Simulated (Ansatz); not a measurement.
Input file:

```
crystal:
  periodic: [false, false, false]
  atoms:
    - {symbol: C, position_ang: [0.000000, 0.000000, -0.530943]}
    - {symbol: Al, position_ang: [0.000000, 0.000000, -2.383448]}
    - {symbol: B, position_ang: [0.000000, 0.000000, 0.866114]}
    - {symbol: H, position_ang: [0.000000, 0.000000, 2.048277]}
basis:
  gaussian: {orbitals: def2-TZVPD}
total_charge: 1
magnetization: {spin_polarized: true, initial_magnetization: 2}
hamiltonian: {xc: {name: PBE0}}
output: {forces: true, orbitals: {seedname: orbitals}}
```

Launched as:

```sh
ansatz run input.yaml --threads 1 --pin off --max-ram 2610MiB --events-out events.jsonl --progress --plain --runs-dir runs
```

Geometry: B3LYP-D3(BJ)/def2-SVP.

All numbers below come from Ansatz, isolated molecule in a Gaussian basis; Kohn-Sham density functional theory, functional PBE0.

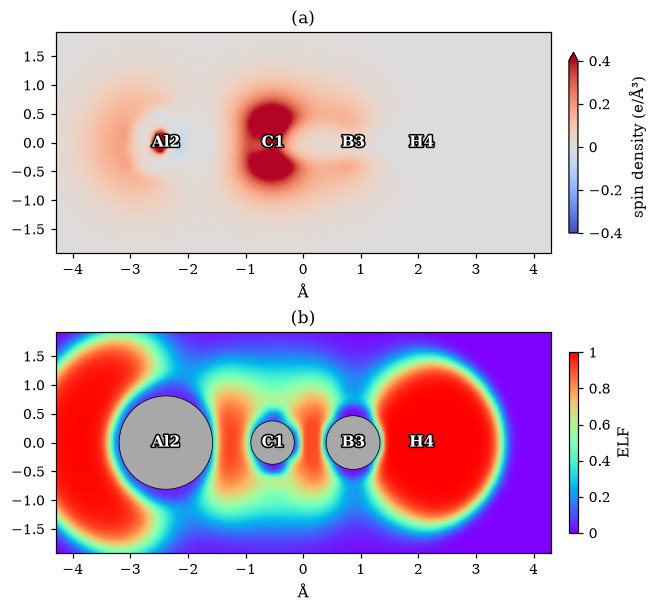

CHAlB (SMILES B=[C+][Al]) (charge +1, triplet). (a) spin density; (b) ELF on a plane that holds the molecular axis. Grey discs cover the atomic cores in the ELF map.

Interpret the plot.

Answer. The plane passes through C, Al, B and H nuclei. C–B (1.40 Å): the ELF peaks at about 0.90 between the atoms; a covalent bond. C–Al (1.85 Å): the ELF peaks at about 0.90 in the valence shell of C, 0.7 Å from its nucleus, and is about 0.80 at the midpoint. B–H (1.18 Å): the ELF climbs to about 1 towards the hydrogen, as it does in any bond to H; a covalent bond by its length. The unpaired spin (2 electrons) lies mostly on Al2 (about 1.0), C1 (about 0.8) and B3 (about 0.2), in electrons by Hirshfeld's partition.
